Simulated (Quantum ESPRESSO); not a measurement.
# Grüneisen parameters and expansion of SiC (F-43m)

Wanted: mode Grüneisen parameters of SiC and a free-energy fit over volumes.

Calculated with Quantum ESPRESSO 7.5; DFT LDA, scalar-relativistic, plane waves, GBRV ultrasoft pseudopotentials.

### Step 1. The structure

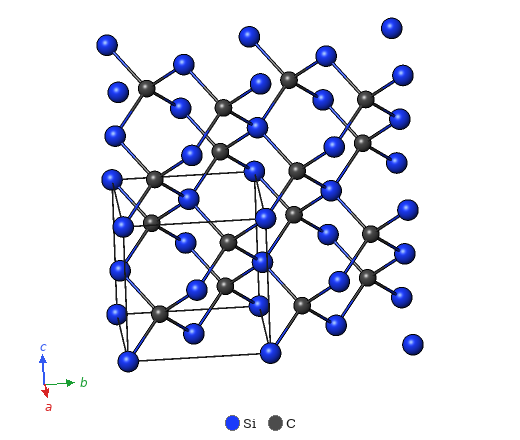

Start, viewed slightly off an axis; silicon blue, carbon dark grey. 1×2×2 cells are drawn. This picture shows the conventional cell, with its axes. Bonds to atoms that aren't drawn are left out. Some periodic images of atoms are drawn too.

Coordinates:

```cif
data_structure
_symmetry_space_group_name_H-M 'F-43m'
_symmetry_Int_Tables_number 216
_cell_length_a 4.3580
_cell_length_b 4.3580
_cell_length_c 4.3580
_cell_angle_alpha 90.000
_cell_angle_beta 90.000
_cell_angle_gamma 90.000
_cell_volume 82.77
loop_
_atom_site_label
_atom_site_type_symbol
_atom_site_symmetry_multiplicity
_atom_site_Wyckoff_symbol
_atom_site_fract_x
_atom_site_fract_y
_atom_site_fract_z
_atom_site_occupancy
Si1 Si 4 a 0.00000 0.00000 0.00000 1
C1 C 4 d 0.25000 0.25000 0.75000 1
```

### Step 2. A first coarse run

A cheap single point shows whether the cell is a metal or an insulator and how far it is from rest; that sets the k-mesh and the occupations of what follows.

The input, probe.in:

```
&control
   calculation = 'scf'
   prefix = 'x'
   outdir = './tmp'
   pseudo_dir = './pseudo'
   tprnfor = .true.
   tstress = .true.
   verbosity = 'high'
/
&system
   ibrav = 0
   nat = 2
   ntyp = 2
   ecutwfc = 45.0
   ecutrho = 270.0
   occupations = 'smearing'
   smearing = 'gaussian'
   degauss = 0.01
/
&electrons
   conv_thr = 1.0d-07
   mixing_beta = 0.7
   electron_maxstep = 100
/
ATOMIC_SPECIES
 Si     28.0850  Si.upf
 C      12.0110  C.upf
CELL_PARAMETERS angstrom
     0.000000000    2.179000000    2.179000000
     2.179000000    0.000000000    2.179000000
     2.179000000    2.179000000    0.000000000
ATOMIC_POSITIONS crystal
 Si     0.000000000   0.000000000   0.000000000
 C      0.250000000   0.250000000   0.250000000
K_POINTS automatic
 8 8 8 0 0 0
```

The run is started by

```bash
> OMP_NUM_THREADS=1 mpirun -n 8 pw.x -nk 8 -in probe.in > probe.out
```

The log of the run:

```text
Program PWSCF v.7.5

     This program is part of the open-source Quantum ESPRESSO suite
     for quantum simulation of materials; please cite
         "P. Giannozzi et al., J. Phys.:Condens. Matter 21 395502 (2009);
         "P. Giannozzi et al., J. Phys.:Condens. Matter 29 465901 (2017);
         "P. Giannozzi et al., J. Chem. Phys. 152 154105 (2020);
     in publications or presentations arising from this work. More details at

     Message from routine setup:
     using ibrav=0 with symmetry is DISCOURAGED, use correct ibrav instead

     G-vector sticks info
     --------------------
     sticks:   dense  smooth     PW     G-vecs:    dense   smooth      PW
     Sum         637     421    139                10417     5769    1067

     Using Slab Decomposition

     bravais-lattice index     =            0
     lattice parameter (alat)  =       5.8233  a.u.
     unit-cell volume          =     139.6363 (a.u.)^3
     number of atoms/cell      =            2
     number of atomic types    =            2
     number of electrons       =         8.00
     number of Kohn-Sham states=            8
     kinetic-energy cutoff     =      45.0000  Ry
     charge density cutoff     =     270.0000  Ry
     scf convergence threshold =      1.0E-07
     mixing beta               =       0.7000
     number of iterations used =            8  plain     mixing
     Exchange-correlation= SLA  PZ   NOGX NOGC
                           (   1   1   0   0   0   0   0)

     celldm(1)=   5.823326  celldm(2)=   0.000000  celldm(3)=   0.000000
     celldm(4)=   0.000000  celldm(5)=   0.000000  celldm(6)=   0.000000

     crystal axes: (cart. coord. in units of alat)
               a(1) = (   0.000000   0.707107   0.707107 )
               a(2) = (   0.707107   0.000000   0.707107 )
               a(3) = (   0.707107   0.707107   0.000000 )

     reciprocal axes: (cart. coord. in units 2 pi/alat)
               b(1) = ( -0.707107  0.707107  0.707107 )
               b(2) = (  0.707107 -0.707107  0.707107 )
               b(3) = (  0.707107  0.707107 -0.707107 )

     PseudoPot. # 1 for Si read from file:
     ./pseudo/Si.upf
     Pseudo is Ultrasoft + core correction, Zval =  4.0
     Using radial grid of  899 points,  6 beta functions with:
                l(1) =   0
                l(2) =   0
                l(3) =   1
                l(4) =   1
                l(5) =   2
                l(6) =   2
     Q(r) pseudized with  8 coefficients,  rinner =    0.900   0.900   0.900
                                                       0.900   0.900

     PseudoPot. # 2 for C  read from file:
     ./pseudo/C.upf
     Pseudo is Ultrasoft + core correction, Zval =  4.0
     Using radial grid of  721 points,  4 beta functions with:
                l(1) =   0
                l(2) =   0
                l(3) =   1
                l(4) =   1
     Q(r) pseudized with  8 coefficients,  rinner =    1.100   1.100   1.100

     atomic species   valence    mass     pseudopotential
     Si                4.00    28.08500     Si( 1.00)
     C                 4.00    12.01100     C ( 1.00)

     24 Sym. Ops. (no inversion) found

                                    s                        frac. trans.

      isym =  1     identity

 cryst.   s( 1) = (     1          0          0      )
                  (     0          1          0      )
                  (     0          0          1      )

 cart.    s( 1) = (  1.0000000 -0.0000000  0.0000000 )
                  ( -0.0000000  1.0000000  0.0000000 )
                  ( -0.0000000  0.0000000  1.0000000 )

      isym =  2     180 deg rotation - cart. axis [0,0,1]

 cryst.   s( 2) = (     0          1         -1      )
                  (     1          0         -1      )
                  (     0          0         -1      )

 cart.    s( 2) = ( -1.0000000  0.0000000  0.0000000 )
                  (  0.0000000 -1.0000000  0.0000000 )
                  (  0.0000000 -0.0000000  1.0000000 )

      isym =  3     180 deg rotation - cart. axis [0,1,0]

 cryst.   s( 3) = (     0         -1          1      )
                  (     0         -1          0      )
                  (     1         -1          0      )

 cart.    s( 3) = ( -1.0000000 -0.0000000 -0.0000000 )
                  (  0.0000000  1.0000000 -0.0000000 )
                  (  0.0000000  0.0000000 -1.0000000 )

      isym =  4     180 deg rotation - cart. axis [1,0,0]

 cryst.   s( 4) = (    -1          0          0      )
                  (    -1          0          1      )
                  (    -1          1          0      )

 cart.    s( 4) = (  1.0000000  0.0000000 -0.0000000 )
                  ( -0.0000000 -1.0000000 -0.0000000 )
                  ( -0.0000000 -0.0000000 -1.0000000 )

      isym =  5     120 deg rotation - cart. axis [-1,-1,-1]

 cryst.   s( 5) = (     0          0          1      )
[...]
cart.    s( 5) = (  0.0000000  1.0000000 -0.0000000 )
[...]
isym =  6     120 deg rotation - cart. axis [-1,1,1]

 cryst.   s( 6) = (     1         -1          0      )
[...]
cart.    s( 6) = ( -0.0000000 -1.0000000 -0.0000000 )
[...]
isym =  7     120 deg rotation - cart. axis [1,1,-1]

 cryst.   s( 7) = (    -1          1          0      )
[...]
cart.    s( 7) = ( -0.0000000  1.0000000  0.0000000 )
[...]
isym =  8     120 deg rotation - cart. axis [1,-1,1]

 cryst.   s( 8) = (     0          0         -1      )
[...]
cart.    s( 8) = (  0.0000000 -1.0000000  0.0000000 )
[...]
isym =  9     120 deg rotation - cart. axis [1,1,1]

 cryst.   s( 9) = (     0          1          0      )
[...]
cart.    s( 9) = ( -0.0000000  0.0000000  1.0000000 )
[...]
isym = 10     120 deg rotation - cart. axis [-1,1,-1]

 cryst.   s(10) = (    -1          0          1      )
[...]
cart.    s(10) = (  0.0000000 -0.0000000  1.0000000 )
[...]
isym = 11     120 deg rotation - cart. axis [1,-1,-1]

 cryst.   s(11) = (     1          0         -1      )
[...]
cart.    s(11) = (  0.0000000  0.0000000 -1.0000000 )
[...]
isym = 12     120 deg rotation - cart. axis [-1,-1,1]

 cryst.   s(12) = (     0         -1          0      )
[...]
cart.    s(12) = ( -0.0000000 -0.0000000 -1.0000000 )
[...]
isym = 13     inv. 180 deg rotation - cart. axis [1,1,0]

[...]
k = 0.3536 0.1768-0.1768 (   703 PWs)   bands (ev):

    -3.7631   3.2272   7.6308   7.6779  14.5382  16.7297  17.9152  18.5572

     occupation numbers
     1.0000   1.0000   1.0000   1.0000   0.0000   0.0000   0.0000   0.0000

          k =-0.2652-0.4419 0.4419 (   712 PWs)   bands (ev):

[...]
occupation numbers
[...]
k =-0.1768-0.3536 0.3536 (   714 PWs)   bands (ev):

[...]
occupation numbers
[...]
k =-0.0884-0.2652 0.2652 (   720 PWs)   bands (ev):

[...]
occupation numbers
[...]
k = 0.0000-0.1768 0.1768 (   706 PWs)   bands (ev):

[...]
occupation numbers
[...]
k = 0.3536 0.0000 0.0000 (   713 PWs)   bands (ev):

[...]
occupation numbers
[...]
k = 0.4419 0.0884-0.0884 (   710 PWs)   bands (ev):

[...]
occupation numbers
[...]
k =-0.1768-0.5303 0.5303 (   711 PWs)   bands (ev):

[...]
occupation numbers
[...]
k =-0.0884-0.4419 0.4419 (   710 PWs)   bands (ev):

[...]
occupation numbers
[...]
k = 0.0000-0.3536 0.3536 (   708 PWs)   bands (ev):

[...]
k = 0.5303-0.0000 0.0000 (   709 PWs)   bands (ev):

[...]
k =-0.0884-0.6187 0.6187 (   714 PWs)   bands (ev):

[...]
k = 0.0000-0.5303 0.5303 (   718 PWs)   bands (ev):

[...]
k =-0.7071 0.0000 0.0000 (   724 PWs)   bands (ev):

[...]
k = 0.3536 0.1768 0.0000 (   708 PWs)   bands (ev):

[...]
occupation numbers
[...]
k =-0.2652-0.4419 0.6187 (   712 PWs)   bands (ev):

[...]
occupation numbers
[...]
k =-0.1768-0.3536 0.5303 (   714 PWs)   bands (ev):

[...]
occupation numbers
[...]
k =-0.1768-0.5303 0.7071 (   712 PWs)   bands (ev):

[...]
occupation numbers
[...]
k =-0.0884-0.4419 0.6187 (   713 PWs)   bands (ev):

    -1.2156   2.0819   4.2023   5.8063  13.4894  17.1872  18.9449  21.2495

     occupation numbers
     1.0000   1.0000   1.0000   1.0000   0.0000   0.0000   0.0000   0.0000

          k = 0.0000-0.3536 0.5303 (   712 PWs)   bands (ev):

    -1.5851   2.3991   3.9316   6.3748  14.1729  17.5055  18.8691  20.5571

     occupation numbers
     1.0000   1.0000   1.0000   1.0000   0.0000   0.0000   0.0000   0.0000

          k =-0.7071 0.1768-0.0000 (   714 PWs)   bands (ev):

    -0.8787   1.7100   5.1305   5.1573  12.2289  15.0995  21.0346  22.3387

     occupation numbers
     1.0000   1.0000   1.0000   1.0000   0.0000   0.0000   0.0000   0.0000

          k =-0.7071 0.3536 0.0000 (   724 PWs)   bands (ev):

    -0.7501   2.1823   4.1990   4.5062  14.3576  18.5466  18.5875  18.8395

     occupation numbers
     1.0000   1.0000   1.0000   1.0000   0.0000   0.0000   0.0000   0.0000

     the Fermi energy is     9.9637 ev

!    total energy              =     -21.19999777 Ry
     estimated scf accuracy    <       0.00000005 Ry
     smearing contrib. (-TS)   =      -0.00000000 Ry
     internal energy E=F+TS    =     -21.19999777 Ry

     The total energy is F=E-TS. E is the sum of the following terms:
     one-electron contribution =       5.52307409 Ry
     hartree contribution      =       2.31403779 Ry
     xc contribution           =      -8.10588788 Ry
     ewald contribution        =     -20.93122177 Ry

     convergence has been achieved in   7 iterations

     Forces acting on atoms (cartesian axes, Ry/au):

     atom    1 type  1   force =     0.00000000   -0.00000000   -0.00000000
     atom    2 type  2   force =    -0.00000000   -0.00000000   -0.00000000
     The non-local contrib.  to forces
     atom    1 type  1   force =     0.00000000    0.00000000   -0.00000000
     atom    2 type  2   force =    -0.00000000    0.00000000   -0.00000000
     The ionic contribution  to forces
     atom    1 type  1   force =    -0.00000000   -0.00000000   -0.00000000
     atom    2 type  2   force =     0.00000000    0.00000000    0.00000000
     The local contribution  to forces
     atom    1 type  1   force =     0.00000000   -0.00000000    0.00000000
     atom    2 type  2   force =     0.00000000    0.00000000    0.00000000
     The core correction contribution to forces
     atom    1 type  1   force =     0.00000000    0.00000000   -0.00000000
     atom    2 type  2   force =     0.00000000    0.00000000    0.00000000
     The Hubbard contrib.    to forces
     atom    1 type  1   force =     0.00000000    0.00000000    0.00000000
     atom    2 type  2   force =     0.00000000    0.00000000    0.00000000
     The SCF correction term to forces
     atom    1 type  1   force =     0.00000000   -0.00000000   -0.00000000
     atom    2 type  2   force =    -0.00000000    0.00000000   -0.00000000

     Total force =     0.000000     Total SCF correction =     0.000000

     Computing stress (Cartesian axis) and pressure

          total   stress  (Ry/bohr**3)                   (kbar)     P=      -45.18
  -0.00030714   0.00000000   0.00000000          -45.18        0.00        0.00
   0.00000000  -0.00030714   0.00000000            0.00      -45.18        0.00
  -0.00000000   0.00000000  -0.00030714           -0.00        0.00      -45.18

     kinetic stress (kbar)   6938.38     -0.00      0.00
                               -0.00   6938.38     -0.00
                                0.00     -0.00   6938.38

     local   stress (kbar)  -1107.46      0.00      0.00
                                0.00  -1107.46      0.00
                                0.00      0.00  -1107.46

     nonloc. stress (kbar)   2879.73      0.00      0.00
                                0.00   2879.73      0.00
                                0.00      0.00   2879.73

     hartree stress (kbar)    812.60      0.00     -0.00
                                0.00    812.60      0.00
                               -0.00      0.00    812.60

     exc-cor stress (kbar)    -76.14      0.00      0.00
                                0.00    -76.14      0.00
                                0.00      0.00    -76.14

     corecor stress (kbar)  -2142.04     -0.00      0.00
                               -0.00  -2142.04     -0.00
                                0.00     -0.00  -2142.04

     ewald   stress (kbar)  -7350.26      0.00      0.00
                                0.00  -7350.26      0.00
                                0.00      0.00  -7350.26

     hubbard stress (kbar)      0.00      0.00      0.00
                                0.00      0.00      0.00
                                0.00      0.00      0.00

     DFT-D   stress (kbar)      0.00      0.00      0.00
[...]
XDM     stress (kbar)      0.00      0.00      0.00
[...]
dft-nl  stress (kbar)      0.00      0.00      0.00
                                0.00      0.00      0.00
                                0.00      0.00      0.00

     TS-vdW  stress (kbar)      0.00      0.00      0.00
                                0.00      0.00      0.00
                                0.00      0.00      0.00

     MDB     stress (kbar)      0.00      0.00      0.00
                                0.00      0.00      0.00
                                0.00      0.00      0.00

     3D-RISM stress (kbar)      0.00      0.00      0.00
                                0.00      0.00      0.00
                                0.00      0.00      0.00

     Writing all to output data dir ./tmp/x.save/ :
     XML data file, charge density, pseudopotentials, collected wavefunctions

   JOB DONE.
```

The job ended after 1.2 s (8 MPI ranks of Arm Neoverse V2, shared host; 8.5 s of CPU time).

Numbers from this step:

```
volume per atom   : 10.35 Å³
pressure          : -4.518 GPa
gap on the k-mesh : 1.318 eV
```

The start is under -4.5 GPa at this level and looks like an insulator or semiconductor on this mesh.

[end of part 1 of 8]

[Logs are printed without paths, hosts, clocks, repeated set-up lines and the standing remarks that a program may print on its own settings, such as how far it seeks lower states.]

[Hosts, paths, dates, database ids (printed as entryN), source tags and the programs' standing remarks are cut or masked in the printed files.]

[A step with changed settings may run another functional than the one named; its input shows which.]

[Of the runs on displaced cells, only some may be shown.]
